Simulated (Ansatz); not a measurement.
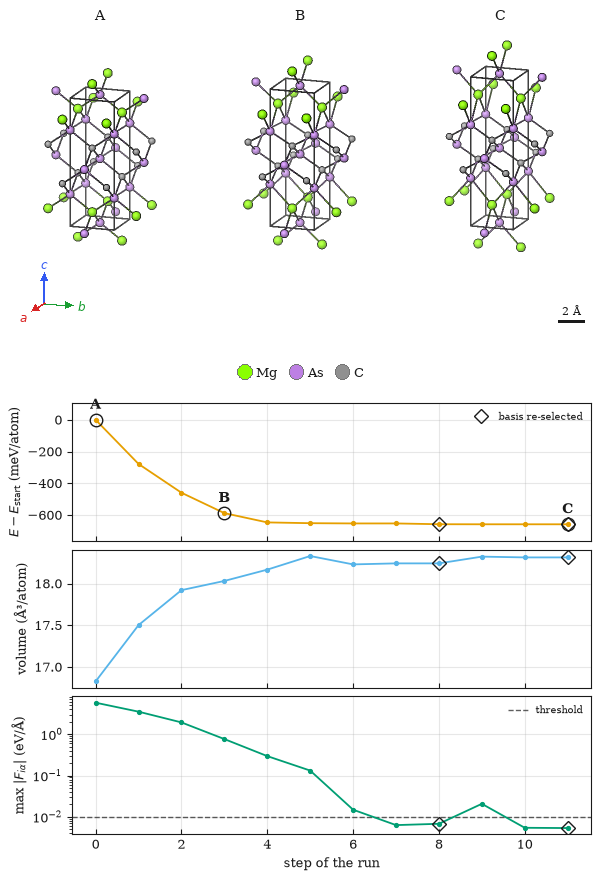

Frames of a relaxation of solid MgAs2C (a generated structure, set up in P-4m2), marked on the history of the run. A ball-and-stick model of the cell of the calculation, seen slightly off an axis.

Level of theory: DFT, PBEsol, plane waves, PAW in Ansatz 0.2.0.

The input:
```yaml
crystal:
  lattice:
    - [3.6239384248, 0.0, 0.0]
    - [0.0, 3.6239384248, 0.0]
    - [0.0, 0.0, 10.2500457391]
  atoms:
    - { symbol: Mg, position: [0.5, 0.0, 0.875] }
    - { symbol: As, position: [0.5, 0.5, 0.0] }
    - { symbol: Mg, position: [0.0, 0.5, 0.125] }
    - { symbol: As, position: [0.0, 0.0, 0.25] }
    - { symbol: C, position: [0.5, 0.0, 0.375] }
    - { symbol: As, position: [0.5, 0.5, 0.5] }
    - { symbol: C, position: [0.0, 0.5, 0.625] }
    - { symbol: As, position: [0.0, 0.0, 0.75] }
kpoints:
  mp_grid: { grid: [6, 6, 2] }
hamiltonian:
  xc: pbesol
scf:
  occupations: { method: fermi_dirac, width: 0.03 }
relax:
  f_tol: 0.01
  cell: {}
  max_steps: 120
```

Launched with:
```bash
ansatz run input.yaml --threads 4 --pin off --max-ram 4608MiB --backend cpu --events-out ev --progress --plain --runs-dir out
```

> Describe the path.

The largest moves relative to the cell, 0.85 Å, are those of As4 and As8. As4 goes along +c. By element the largest moves are As 0.85 Å, C 0.44 Å, Mg 0.35 Å. The drawn cell changes as follows: a = b 3.624 → 3.506 Å (−3.2 %), c 10.250 → 11.916 Å (+16.2 %); the volume changes by +8.8 %. Among the contacts that change: Mg1–As8 2.219 → 2.652 Å, As4–As6 3.624 → 3.271 Å, As2–Mg3 2.219 → 2.538 Å, As6–C7 2.219 → 2.042 Å. Bond angles that change, for instance: Mg1–As8–Mg1 109.5° → 82.8°, As8–Mg1–As8 109.5° → 82.8°, As2–Mg1–As2 109.5° → 87.4°. The space group stays P-4m2 (No. 115). After 9 accepted moves (11 points after the start) the energy has fallen by 658 meV per atom. The largest force component goes from 5.8 to 0.0053 eV/Å. Pressure: 14.84 GPa at the start and 0.01 GPa at the end. At 2 points the geometry stayed and the basis and grid were re-selected for the new cell (energy shift of 5.0 meV per atom at most each time). The run took 43 s on 4 threads of Arm Neoverse V2, on a shared host, peak memory 0.49 GiB. From step 0 to 3: As atoms move most (0.62 Å), volume +7.2 %, energy −588 meV per atom. From step 3 to 11: As atoms move most (0.17 Å), volume +1.6 %, energy −70.3 meV per atom.

```tsv
step	E − E(0), meV/atom	largest force component, eV/Å	pressure, GPa	volume, Å³/atom	note
0	0.00	5.8141	14.84	16.827	
1	-278.15	3.5224	7.25	17.502	
2	-459.49	1.9348	3.14	17.921	
3	-588.05	0.7640	1.66	18.031	
4	-646.47	0.2953	0.62	18.167	
5	-651.40	0.1317	-0.24	18.330	
6	-652.99	0.0149	0.04	18.229	
7	-652.99	0.0063	0.00	18.242	
8	-657.98	0.0068	0.33	18.242	same geometry, new basis
9	-658.31	0.0206	-0.04	18.323	
10	-658.32	0.0054	0.01	18.313	
11	-658.36	0.0053	0.01	18.313	same geometry, new basis
```
